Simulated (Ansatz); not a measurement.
## A hypothetical structure for Cu2Rh2Au

Starting from a made-up structure for Cu2Rh2Au, the aim is the relaxed cell, its shortest contacts and, where a second run follows, its electronic structure.

Method: DFT, PBE, plane-wave PAW, files of the set soft_1, scalar-relativistic, ferromagnetic start, cell and ions relaxed at zero pressure; PAW set soft_1, in Ansatz 0.2.0.

## (1) The starting structure

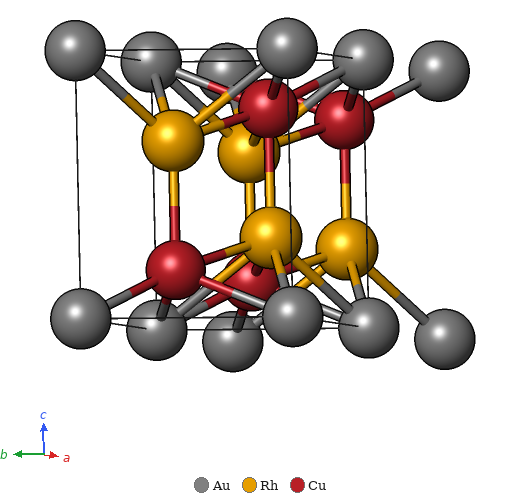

The cell as given, from a free direction (gold grey, rhodium orange, copper red). 2×1×1 cells are drawn. Some periodic images of atoms are drawn too.

## (2) Relaxation of the guess

The guess takes its coordinates from another compound and its volume from a rule, so the cell and any free coordinates are relaxed together.

The input, input.yaml:

```yaml
crystal:
  lattice:
    - [4.007, 0.0, 0.0]
    - [-2.0035, 3.470163793, 0.0]
    - [0.0, 0.0, 5.015]
  atoms:
    - { symbol: Au, position: [0.0, 0.0, 0.0] }
    - { symbol: Rh, position: [0.333333333, 0.666666667, 0.6749], spin: 0.6 }
    - { symbol: Rh, position: [0.666666667, 0.333333333, 0.3251], spin: 0.6 }
    - { symbol: Cu, position: [0.333333333, 0.666666667, 0.1933], spin: 0.6 }
    - { symbol: Cu, position: [0.666666667, 0.333333333, 0.8067], spin: 0.6 }
magnetization:
  spin_polarized: true
kpoints:
  mp_grid: { grid: [8, 8, 6] }
scf:
  occupations: { method: fermi_dirac, width: 0.05 }
hamiltonian:
  xc: pbe
  pseudopotentials: { kind: paw, azcp: { folder: soft_1 } }
relax:
  f_tol: 0.015
  max_steps: 70
  cell: {}
output:
  forces: true
  stress: true
```

On the command line:

```sh
$ ansatz run input.yaml --threads 4 --pin off --max-ram 8192MiB --backend cpu --events-out ev --progress --plain --runs-dir out
```

Numbers of over 12 decimals in the logs are rounded to 6 here.

The log of the run:

```text
Engine: ansatz 0.2.0, x86_64-unknown-linux-gnu
Pseudopotentials: kind: paw
Pseudopotential: Au, paw, valence charge 19, recommended cutoff 420 eV (normal), soft_1/Au.paw.azcp
Pseudopotential: Rh, paw, valence charge 17, recommended cutoff 420 eV (normal), soft_1/Rh.paw.azcp
Pseudopotential: Cu, paw, valence charge 19, recommended cutoff 420 eV (normal), soft_1/Cu.paw.azcp
Functional definition: PBE
  parameter kappa = 0.804
  parameter beta = 0.066725
  exchange = pbe_x(kappa = kappa, mu = beta*pi^2/3)
  correlation = pbe_c(beta = beta)
Crystal: 5 atoms, lattice volume = 69.733 Å³
Basis set: ecut = 420 eV, 1385 PW (Γ), exchange–correlation on 54×54×72 points (8 copies of the dense FFT grid, shifted against one another)
Bands: 57, of which v1, the nominal top of the filled ones, is band 46 counted from 1 (45 counted from 0)
Symmetry: 12 space group operations
Space group: P-3m1 (ITA 164), of the structure as read, at distance tolerance 4.1e-5 Å
Magnetic group: BNS 164.85 (UNI 1315), of the structure as read, at distance tolerance 4.1e-5 Å
k-points: 50 of 384
Non-local potential: Au, projectors of the file, l = 0: 3, l = 1: 2, l = 2: 2, l = 3: 1
Non-local potential: Rh, projectors of the file, l = 0: 3, l = 1: 2, l = 2: 2, l = 3: 1
Non-local potential: Cu, projectors of the file, l = 0: 3, l = 1: 2, l = 2: 3, l = 3: 1
PAW form: soft (Blöchl's): semilocal exchange-correlation on the pseudo side does not see the compensation charge
PAW one-centre angular grid: Au, 590 points (default); XC on 64 Gauss nodes
PAW one-centre angular grid: Rh, 590 points (default); XC on 64 Gauss nodes
PAW one-centre angular grid: Cu, 590 points (default); XC on 64 Gauss nodes
Initial density: superposition of atomic densities (chi_scale 0.1, normalization cell)
Starting moments: Σ|m| = 2.4 μB on 4 of 5 sites
Initial wavefunctions: pseudopotential atomic-orbital guess
Functional: x = pbe(κ = 0.804, μ = 0.219515), c = pbe(β = 0.066725)
SCF iter   1: F=—  HF=-39208.677147 eV  |F-HF|=—  |Δ(HF+E_count)|=         —  Δρ=1.29e-1 (↑9.78e-2 ↓1.29e-1)  dr2=2.52e1  dr2_m=1.84e-1  M=1.659 μB ∫|m|=1.659 μB  β_m=0.30  ethr=3.10e-3  ⟨swp⟩=5.5  Hψ=18550  notcnv=0  defer=2
Mixer restart at iter 1: flushing history
preconditioner: auto → Kerker (q_TF=auto, 2.852 Å⁻¹)  [metal: Δε(μ)=0.009 eV  Ē_g=9.689 eV  σ=0.050 eV  W_gap=0.04  n_scr=22 (ndim 8)  ℏωp=31.8 eV  f_vac=0.022  D(μ)=8.87/eV (n_scr^D=120)]
spin=Collinear: Kerker preconditioning applied to the charge; magnetization (m = ρ↑ − ρ↓) channel mixes plain (no charge-response kernel on spin).
SCF iter   2: F=—  HF=-39206.201921 eV  |F-HF|=—  |Δ(HF+E_count)|=    2.48e0  Δρ=3.48e-2 (↑3.41e-2 ↓3.48e-2)  dr2=3.25e0  dr2_m=3.16e-2  M=1.402 μB ∫|m|=1.402 μB  β_m=0.30  ethr=3.10e-3  ⟨swp⟩=2.0  Hψ=11965  notcnv=0  defer=336
SCF iter   3: F=—  HF=-39205.360833 eV  |F-HF|=—  |Δ(HF+E_count)|=   8.41e-1  Δρ=3.28e-2 (↑2.17e-2 ↓3.28e-2)  dr2=1.95e0  dr2_m=3.45e-2  M=1.463 μB ∫|m|=1.463 μB  β_m=0.39  ethr=3.10e-3  ⟨swp⟩=2.0  Hψ=8997  notcnv=0  defer=355
SCF iter   4: F=—  HF=-39204.927486 eV  |F-HF|=—  |Δ(HF+E_count)|=   4.33e-1  Δρ=8.41e-3 (↑6.76e-3 ↓8.41e-3)  dr2=1.39e-1  dr2_m=5.36e-3  M=1.362 μB ∫|m|=1.386 μB  β_m=0.64  ethr=2.14e-3  ⟨swp⟩=2.0  Hψ=8315  notcnv=0  defer=355
SCF iter   5: F=—  HF=-39204.964693 eV  |F-HF|=—  |Δ(HF+E_count)|=         —  Δρ=8.74e-3 (↑8.26e-3 ↓8.74e-3)  dr2=1.04e-1  dr2_m=1.98e-3  M=1.370 μB ∫|m|=1.455 μB  β_m=0.64  ethr=1.53e-4  ⟨swp⟩=2.1  Hψ=9756  notcnv=0  defer=360
Mixer restart at iter 5: flushing history
SCF iter   6: F=—  HF=-39204.984234 eV  |F-HF|=—  |Δ(HF+E_count)|=   1.95e-2  Δρ=6.29e-3 (↑3.46e-3 ↓6.29e-3)  dr2=3.49e-2  dr2_m=3.74e-3  M=1.444 μB ∫|m|=1.541 μB  β_m=0.62  ethr=1.14e-4  ⟨swp⟩=2.0  Hψ=8745  notcnv=0  defer=360
SCF iter   7: F=—  HF=-39204.983887 eV  |F-HF|=—  |Δ(HF+E_count)|=   3.47e-4  Δρ=8.76e-3 (↑7.63e-3 ↓8.76e-3)  dr2=1.14e-1  dr2_m=6.15e-4  M=1.405 μB ∫|m|=1.509 μB  β_m=0.51  ethr=3.83e-5  ⟨swp⟩=2.0  Hψ=11256  notcnv=0  defer=360
SCF iter   8: F=—  HF=-39204.966752 eV  |F-HF|=—  |Δ(HF+E_count)|=   1.71e-2  Δρ=1.41e-3 (↑1.04e-3 ↓1.41e-3)  dr2=5.56e-4  dr2_m=6.56e-4  M=1.475 μB ∫|m|=1.589 μB  β_m=0.76  ethr=3.83e-5  ⟨swp⟩=2.0  Hψ=9704  notcnv=0  defer=360
SCF iter   9: F=—  HF=-39204.967987 eV  |F-HF|=—  |Δ(HF+E_count)|=   1.24e-3  Δρ=1.14e-3 (↑6.39e-4 ↓1.14e-3)  dr2=8.08e-4  dr2_m=3.06e-4  M=1.499 μB ∫|m|=1.617 μB  β_m=0.88  ethr=6.11e-7  ⟨swp⟩=2.0  Hψ=8295  notcnv=0  defer=360
SCF iter  10: F=—  HF=-39204.967828 eV  |F-HF|=—  |Δ(HF+E_count)|=   1.59e-4  Δρ=3.34e-4 (↑2.72e-4 ↓3.34e-4)  dr2=9.87e-5  dr2_m=1.06e-5  M=1.521 μB ∫|m|=1.644 μB  β_m=0.87  ethr=6.11e-7  ⟨swp⟩=2.0  Hψ=7722  notcnv=0  defer=360
SCF iter  11: F=—  HF=-39204.967914 eV  |F-HF|=—  |Δ(HF+E_count)|=   8.60e-5  Δρ=6.09e-5 (↑3.79e-5 ↓6.09e-5)  dr2=4.38e-6  dr2_m=2.25e-7  M=1.526 μB ∫|m|=1.652 μB  β_m=0.93  ethr=1.08e-7  ⟨swp⟩=2.2  Hψ=8669  notcnv=0  defer=360
SCF iter  12: F=—  HF=-39204.967888 eV  |F-HF|=—  |Δ(HF+E_count)|=   2.59e-5  Δρ=1.39e-5 (↑1.11e-5 ↓1.39e-5)  dr2=6.65e-7  dr2_m=5.51e-9  M=1.526 μB ∫|m|=1.652 μB  β_m=0.97  ethr=4.81e-9  ⟨swp⟩=2.2  Hψ=7398  notcnv=0  defer=360
SCF iter  13: F=—  HF=-39204.967888 eV  |F-HF|=—  |Δ(HF+E_count)|=   3.16e-8  Δρ=8.45e-6 (↑5.59e-6 ↓8.45e-6)  dr2=1.87e-7  dr2_m=2.53e-9  M=1.526 μB ∫|m|=1.652 μB  β_m=0.98  ethr=7.31e-10  ⟨swp⟩=2.1  Hψ=6761  notcnv=0  defer=360
SCF iter  14: F=-39204.967888 eV  HF=-39204.967888 eV  |F-HF|=1.21e-8  |Δ(HF+E_count)|=   1.10e-8  Δρ=2.38e-6 (↑2.38e-6 ↓2.06e-6)  dr2=1.84e-8  dr2_m=1.41e-10  M=1.526 μB ∫|m|=1.652 μB  ethr=1.10e-10  ⟨swp⟩=2.0  Hψ=17868  notcnv=0
SCF 1 converged in 14 iterations: F = -39204.967888 eV  dr2 = 1.84e-8
  greatest PAW one-centre occupation: 1.000 electrons in one spin orbital (limit 2), on the Au atom at site 0 (counted from 0), in its partial waves of l = 0
relax step   1: F+E_penalty+E_count = -39204.96788810 eV  Δ(F+E_penalty+E_count) = +0.000e0 eV  max|allowed force component| = 1.133e0 eV/Å  Δτ_max = 0.0000 Å  P = +21.602 GPa  Ω = 69.733 Å³  (14 SCF iters, dr2 threshold 1.00e-7 eV, accepted)
[... from here on, the SCF cycles and remarks between the steps are left out ...]
relax step   2: F+E_penalty+E_count = -39205.55446055 eV  Δ(F+E_penalty+E_count) = -5.866e-1 eV  max|allowed force component| = 5.582e-1 eV/Å  Δτ_max = 0.0534 Å  P = +1.268 GPa  Ω = 76.917 Å³  energy of the carried Pulay correction = -4.985e-3 eV  (10 SCF iters, dr2 threshold 5.00e-7 eV, accepted)
relax step   3: F+E_penalty+E_count = -39205.65627509 eV  Δ(F+E_penalty+E_count) = -1.018e-1 eV  max|allowed force component| = 4.503e-1 eV/Å  Δτ_max = 0.0546 Å  P = -0.582 GPa  Ω = 77.535 Å³  energy of the carried Pulay correction = -5.391e-3 eV  (10 SCF iters, dr2 threshold 5.00e-7 eV, accepted)
relax step   4: F+E_penalty+E_count = -39205.76034838 eV  Δ(F+E_penalty+E_count) = -1.041e-1 eV  max|allowed force component| = 2.519e-1 eV/Å  Δτ_max = 0.1609 Å  P = +0.163 GPa  Ω = 77.172 Å³  energy of the carried Pulay correction = -5.153e-3 eV  (11 SCF iters, dr2 threshold 5.00e-7 eV, accepted)
relax step   5: F+E_penalty+E_count = -39205.75956074 eV  Δ(F+E_penalty+E_count) = +7.876e-4 eV  max|allowed force component| = 3.015e-1 eV/Å  Δτ_max = 0.0499 Å  P = +0.307 GPa  Ω = 76.943 Å³  energy of the carried Pulay correction = -5.002e-3 eV  (9 SCF iters, dr2 threshold 5.00e-7 eV, rejected (line search))
relax step   6: F+E_penalty+E_count = -39205.76883452 eV  Δ(F+E_penalty+E_count) = -8.486e-3 eV  max|allowed force component| = 5.002e-2 eV/Å  Δτ_max = 0.0248 Å  P = -0.063 GPa  Ω = 77.163 Å³  energy of the carried Pulay correction = -5.147e-3 eV  (15 SCF iters, accepted)
relax step   7: F+E_penalty+E_count = -39205.76947306 eV  Δ(F+E_penalty+E_count) = -6.385e-4 eV  max|allowed force component| = 3.711e-2 eV/Å  Δτ_max = 0.0079 Å  P = +0.199 GPa  Ω = 76.996 Å³  energy of the carried Pulay correction = -5.036e-3 eV  (8 SCF iters, dr2 threshold 4.48e-7 eV, accepted)
relax step   8: F+E_penalty+E_count = -39205.76972114 eV  Δ(F+E_penalty+E_count) = -2.481e-4 eV  max|allowed force component| = 1.282e-3 eV/Å  Δτ_max = 0.0015 Å  P = -0.009 GPa  Ω = 77.099 Å³  energy of the carried Pulay correction = -5.105e-3 eV  (7 SCF iters, dr2 threshold 5.00e-7 eV, accepted)
relax step   9: F+E_penalty+E_count = -39205.77372898 eV  Δ(F+E_penalty+E_count) = -4.008e-3 eV  max|allowed force component| = 1.372e-3 eV/Å  Δτ_max = 0.0000 Å  P = -0.041 GPa  Ω = 77.099 Å³  stress off target by 4.14e-2 GPa  SCF on the basis re-selected at this cell (its energy is not comparable with the rows above)  (14 SCF iters)
basis re-selected at this cell: Δ(F+E_penalty+E_count) = -4.008e-3 eV, ΔP = -0.032 GPa vs the last step (what re-selecting the basis moved, of the pressure what is left beyond the Pulay correction that the steps carried, after the strain that the cell walked since its last selection, with what the two solves' SCF thresholds leave and, on support functions, any second-order correction that the steps lacked; it is no measure of the basis error at this ecutwfc). The dense FFT grid was sized anew with the basis: this SCF ran on 30×30×36 points, the steps before it on 27×27×36, so part of this shift can come from that change (see relax.cell in the input reference). [rest of the remark cut]
SCF converged after 14 iterations
Magnetization: 2.1483 μB (46.5742 up, 44.4258 down)
Absolute magnetization: 2.3165 μB (∫|ρ↑−ρ↓|, with the PAW one-centre terms)
Spin contamination: 0.0257 ħ² per cell (⟨S²⟩ above its minimum at these occupations)
Per-site moments (μB) at R_I (Å): [(0.045246, 1.041839), (0.880022, 1.016233), (0.880022, 1.016233), (0.122374, 1.016233), (0.122374, 1.016233)]
Free energy (F): -39205.773729 eV
Harris-Foulkes:  -39205.773729 eV  (|F-HF|=1.46e-11)
Internal energy: -39205.730041 eV  (E = F + TS)
E sigma→0 (E₀):  -39205.751885 eV
Entropy (-TS):   -0.043688 eV (-8.738 meV/atom)
Fermi energy:    16.683120 eV
--- Per-component energies (eV) ---
  E_band       = -1329.774233
  E_kinetic    = 2170.412849
  E_local      = -15781.877803  (includes V_loc(G=0)·N_el)
  E_nonlocal   = 2477.307823
  E_hartree    = 6600.496073
  E_xc         = -753.761366
  E_vxc        = -941.823191  (∫ρ·V_xc dr)
  E_paw        = -20567.657784  (= ΣΔE_a)
  E_vpaw       = -2454.790067  (= ΣTr[D̂ρ^β])
  E_aug_tail   = 0.004062  (compensation charges beyond the density's cutoff)
  E_ewald      = -13350.653895
  E_smearing   = -0.043688  (= −TS)
  E_closure    = -0.000000  (closes the sum)
  Σ components = -39205.773729   (vs F -39205.773729, Δ=0.00e0)
--- Forces (eV/Å), atoms counted from 1 ---
  atom   1  Au    -0.00000000    -0.00000000     0.00000000
  atom   2  Rh    -0.00000000    -0.00000000    -0.00049239
  atom   3  Rh     0.00000000     0.00000000     0.00049239
  atom   4  Cu     0.00000000     0.00000000     0.00137228
  atom   5  Cu    -0.00000000    -0.00000000    -0.00137228
  max |Σ_I F_I| component: 2.17e-19 eV/Å
--- Stress (GPa, compression-positive) ---
       -0.040362      -0.000000      -0.000000
       -0.000000      -0.040362      -0.000000
       -0.000000      -0.000000      -0.041439
  P = ⅓ Tr σ = -0.0407 GPa (-0.407 kbar)
--- Relaxed structure (8 steps of the walk, 7 accepted, 1 SCFs on fresh bases) ---
  F+E_penalty+E_count = -39205.77372898 eV   max|allowed force component| = 1.372e-3 eV/Å   (the final SCF, on the basis selected at the relaxed cell)
  cell:  # Å, volume = 77.0990 Å³
    - [4.177693, 0.0, 0]
    - [-2.088846, 3.617988, 0]
    - [0, 0, 5.100881]
  atoms:
    - { symbol: Au, position: [0, 0, 0] }
    - { symbol: Rh, position: [0.333333, 0.666667, 0.629851] }
    - { symbol: Rh, position: [0.666667, 0.333333, 0.370149] }
    - { symbol: Cu, position: [0.333333, 0.666667, 0.146877] }
    - { symbol: Cu, position: [0.666667, 0.333333, 0.853123] }
```

Elapsed: 82 s, on 4 threads of Intel Xeon Platinum 8488C (Sapphire Rapids), shared host; peak memory 0.78 GiB; 4.5 min of CPU time.

Relaxation path:

```
step  energy less that of the first step (eV)  largest force component (eV/Å)  pressure (GPa)  volume (Å³)
   1                                   0.0000                          1.1327           21.60        69.73
   2                                  -0.5866                          0.5582            1.27        76.92
   3                                  -0.6884                          0.4503           -0.58        77.53
   4                                  -0.7925                          0.2519            0.16        77.17
   5                                  -0.7917                          0.3015            0.31        76.94
   6                                  -0.8009                          0.0500           -0.06        77.16
   7                                  -0.8016                          0.0371            0.20        77.00
   8                                  -0.8018                          0.0013           -0.01        77.10
  9*                                  -0.8058                          0.0014           -0.04        77.10
```

Relaxation steps marked * repeat the geometry before them on a plane-wave basis chosen anew for their cell, so energy and pressure can jump there. Relaxation step 5 was tried and not accepted.

The run keeps the 12 symmetry operations that it works with, so distortions that break them were not tested.

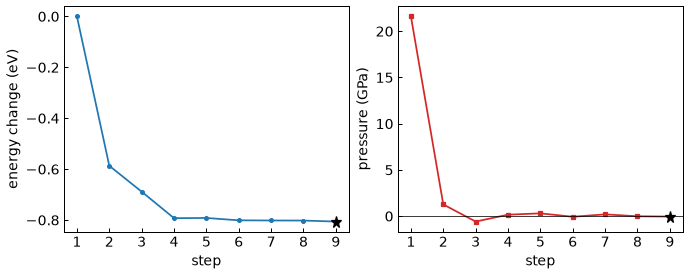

Energy and pressure along the relaxation. Stars mark steps on a basis chosen anew.

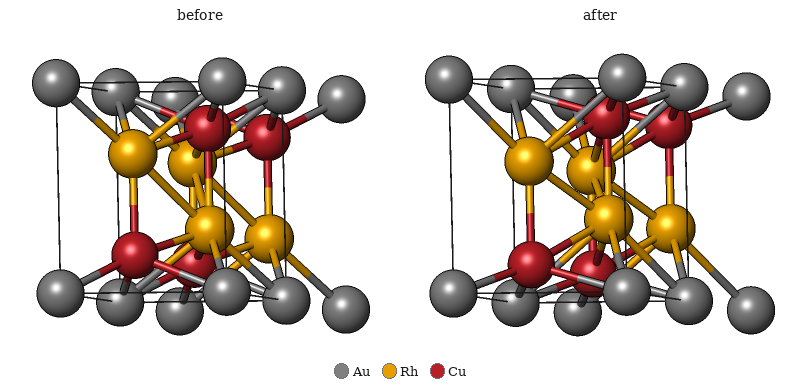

The structure before and after the relaxation, drawn at the same scale.

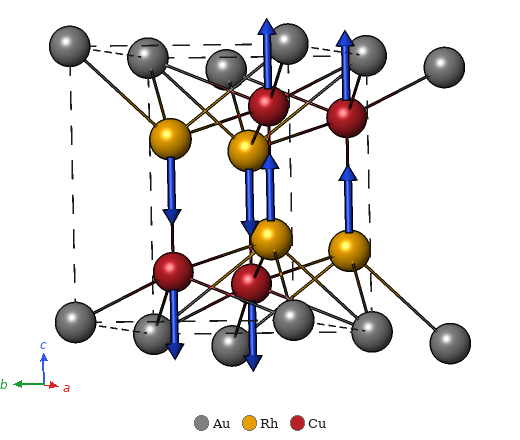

Displacements in the relaxation, exaggerated, measured against the changing cell; the longest in the cell stands for 0.24 Å. 2×1×1 cells are drawn. Some periodic images of atoms are drawn too.

| conventional cell, symmetrised | before | after | change |
| --- | --- | --- | --- |
| a (Å) | 4.007 | 4.178 | +4.3 % |
| b (Å) | 4.007 | 4.178 | +4.3 % |
| c (Å) | 5.015 | 5.101 | +1.7 % |
| volume (Å³/atom) | 13.95 | 15.42 | +10.6 % |

The atoms that moved most (Å, as changes of fractional coordinates times the final cell):

```csv
atom,dx,dy,dz,length
Cu5,0.000,0.000,0.237,0.237
Cu4,0.000,0.000,-0.237,0.237
Rh3,0.000,0.000,0.230,0.230
Rh2,0.000,0.000,-0.230,0.230
```

Final coordinates:

```cif
data_structure
_symmetry_space_group_name_H-M 'P 1'
_symmetry_Int_Tables_number 1
_cell_length_a 4.1777
_cell_length_b 4.1777
_cell_length_c 5.1009
_cell_angle_alpha 90.000
_cell_angle_beta 90.000
_cell_angle_gamma 120.000
_cell_volume 77.10
loop_
_atom_site_label
_atom_site_type_symbol
_atom_site_fract_x
_atom_site_fract_y
_atom_site_fract_z
_atom_site_occupancy
Au1 Au 0.00000 0.00000 0.00000 1
Rh2 Rh 0.33333 0.66667 0.62985 1
Rh3 Rh 0.66667 0.33333 0.37015 1
Cu4 Cu 0.33333 0.66667 0.14688 1
Cu5 Cu 0.66667 0.33333 0.85312 1
```

This step gave:

```yaml
free_energy: -39205.7737 eV
energy_at_zero_smearing: -39205.7519 eV
smearing_term_ts: 0.04369 eV
fermi_energy: 16.68 eV
magnetization: 2.148 μB
absolute_magnetization: 2.317 μB
site_moments: 0.04525, 0.8800, 0.8800, 0.1224, 0.1224 μB
electrons: 91
symmetry_operations: 12
pressure: -0.04072 GPa
```

Site moment by atom:

```csv
atom,site moment (μB)
Au1,0.045
Rh2,0.880
Rh3,0.880
Cu4,0.122
Cu5,0.122
```

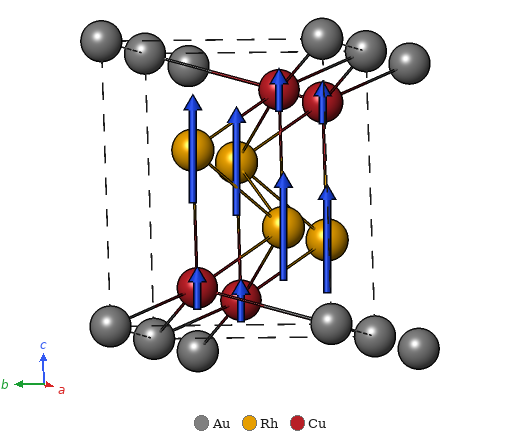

Site moment as arrows, the longest 0.880 μB. Up and down stand for the sign. Arrows give size and sign along the axis of quantisation, drawn up and down the page. Each arrow also spans its atom, so small moments look longer than they are. Bonds to atoms that aren't drawn are left out. 2×1×1 cells are drawn. Some periodic images of atoms are drawn too.

Shortest distances by pair of elements, guess and relaxed (not always the same contact):

```
 pair  guess (Å)  relaxed (Å)
Cu–Rh      2.406        2.464
Au–Cu      2.508        2.526
Rh–Rh      2.903        2.752
Cu–Cu      3.018        2.840
Au–Rh      2.830        3.063
```

The relaxation ends with a largest force component of 0.0014 eV/Å and a pressure of -0.04 GPa.

## (3) Summary of results

```json
{"space group, relaxed": "P-3m1", "conventional cell": "a = 4.178, b = 4.178, c = 5.101 Å; α = 90.0°, β = 90.0°, γ = 120.0°", "volume per atom": "15.42 Å³ (guess 13.95)", "total moment": "2.15 μB in the cell of 5 atoms"}
```

**Reading.** Cu2Rh2Au relaxes to P-3m1 with a = 4.178, b = 4.178 and c = 5.101 Å. The guessed volume was 10 % too small. The space group P-3m1 was held in the relaxation, so the end point is a stationary structure within it and may be a saddle against distortions or other arrangements. The input starts from parallel moments, and no other start was typed. Mesh and cutoff weren't tested. Spin-orbit coupling is left out, which can matter for elements this heavy. No dispersion term is used, so weakly bound directions may come out too long. Nothing here tests whether the compound is stable against decomposition.

[Logs are printed without paths, hosts, clocks, repeated set-up lines and the standing remarks that a program may print on its own settings, such as how far it seeks lower states.]

[Hosts, paths, dates, database ids (printed as entryN), source tags and the programs' standing remarks are cut or masked in the printed files.]
